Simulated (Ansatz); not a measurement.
# revPBE/3-21G run of H3S+ (sulfonium)

What is the vertical singlet–triplet gap of H3S+ (sulfonium) at revPBE/3-21G? 

The results are computed with Ansatz 0.2.0.

9 further runs of the same task are left out: 7 that didn't finish, 2 set aside as unsound or not needed.

## Step 1: The structure to begin with

The species is H3S+ (4 atoms), meant as a singlet with charge +1. SMILES: `[SH3+]`. The coordinates come from a GFN2-xTB relaxation.

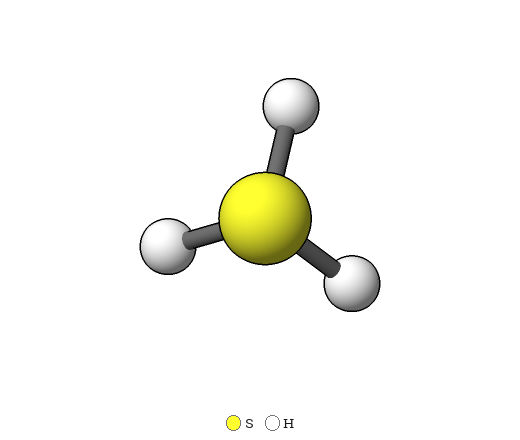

The structure, seen from a chosen angle (sulfur yellow, hydrogen white).

## Step 2: A single-point energy at revPBE/3-21G

The input, in.yaml:

```yaml
crystal:
  periodic: [false, false, false]
  atoms:
    - {symbol: S, position_ang: [0.301620, -0.100910, -0.445950]}
    - {symbol: H, position_ang: [0.848020, 0.280920, 0.734350]}
    - {symbol: H, position_ang: [-0.494150, -1.037930, 0.125030]}
    - {symbol: H, position_ang: [-0.655500, 0.857920, -0.413440]}
basis:
  gaussian:
    orbitals: 3-21G.json
hamiltonian:
  xc: {name: revPBE}
total_charge: 1
accuracy: high
```

The basis set 3-21G is read from a file made from the Basis Set Exchange's data (not shown).

Command:

```bash
$ ansatz run in.yaml --threads 1 --pin off --max-ram 2610MiB --events-out events.jsonl --progress --plain --runs-dir runs
```

Log:

```text
Warning: RAYON_NUM_THREADS=1 ignored (pool sized by the plan → 1); use --threads N
Functional definition: revPBE
  name "revPBE"
  parameter kappa = 1.245
  parameter beta = 0.06672455060314922
  exchange = pbe_x(kappa = kappa, mu = beta*pi^2/3)
  correlation = pbe_c(beta = beta)
362 factors; integrals over basis functions are off by at most 4.2e-9 eV
mean field evaluation 1: about -10816.6984 eV, gradient 2.6e1 eV
mean field evaluation 2: about -10815.6266 eV, gradient 3.2e1 eV
mean field evaluation 4: about -10818.7318 eV, gradient 1.9e-1 eV
mean field evaluation 8: about -10818.6998 eV, gradient 8.3e-4 eV
mean field -10818.69984811 eV, -397.5798862399 hartree, gradient 1.2e-8 eV, S^2 0.000000; 0 other end points of the search recorded, 0 dependent functions left out
reference -10818.69985026 eV, -397.5798863188 hartree; 9, 9 occupied and 10, 10 virtual orbitals, 362 factors
Total energy: -10818.69985026 eV, -397.5798863188 hartree
```

Run time: 0.54 s. Hardware: 1 thread of Arm Neoverse V2, shared host.

## Step 3: The triplet, same level

The input, input.yaml:

```yaml
crystal:
  periodic: [false, false, false]
  atoms:
    - {symbol: S, position_ang: [0.301620, -0.100910, -0.445950]}
    - {symbol: H, position_ang: [0.848020, 0.280920, 0.734350]}
    - {symbol: H, position_ang: [-0.494150, -1.037930, 0.125030]}
    - {symbol: H, position_ang: [-0.655500, 0.857920, -0.413440]}
basis:
  gaussian:
    orbitals: 3-21G.json
total_charge: 1
magnetization:
  spin_polarized: true
  initial_magnetization: 2
hamiltonian:
  xc: {name: revPBE}
accuracy: high
```

The basis set 3-21G is read from a file made from the Basis Set Exchange's data (not shown).

Command:

```bash
$ ansatz run input.yaml --threads 1 --pin off --max-ram 2610MiB --events-out events.jsonl --progress --plain --runs-dir runs
```

Log (excerpt; [...] marks lines left out):

```text
Warning: RAYON_NUM_THREADS=1 ignored (pool sized by the plan → 1); use --threads N
[... 6 set-up lines as earlier in the session ...]
362 factors; integrals over basis functions are off by at most 4.2e-9 eV
mean field evaluation 1: about -10809.2524 eV, gradient 1.1e1 eV
mean field evaluation 2: about -10808.7548 eV, gradient 1.2e1 eV
mean field evaluation 4: about -10809.7254 eV, gradient 5.0e0 eV
mean field evaluation 8: about -10809.8250 eV, gradient 4.2e0 eV
mean field evaluation 16: about -10810.0246 eV, gradient 2.4e-5 eV
mean field evaluation 32: about -10810.0233 eV, gradient 2.8e-1 eV
mean field evaluation 64: about -10810.0195 eV, gradient 2.3e-1 eV
mean field -10810.02464635 eV, -397.2610784555 hartree, gradient 2.2e-8 eV, S^2 2.001194; 3 other end points of the search recorded, 0 dependent functions left out
reference -10810.02464855 eV, -397.2610785364 hartree; 10, 8 occupied and 9, 11 virtual orbitals, 362 factors
Total energy: -10810.02464855 eV, -397.2610785364 hartree
```

Run time: 6.6 s. Hardware: 1 thread of Arm Neoverse V2, shared host; peak memory 0.1 GiB.

## Step 4: Results

Level: revPBE/3-21G.

| quantity | value |
| --- | --- |
| singlet: total energy | -397.57989 Eh |
| triplet: total energy | -397.26108 Eh |
| triplet: ⟨S²⟩ | 2.001 |
| vertical energy of the triplet above the singlet | 8.675 eV |

What this shows: At this shape the triplet lies 8.68 eV (837 kJ/mol) above the singlet.
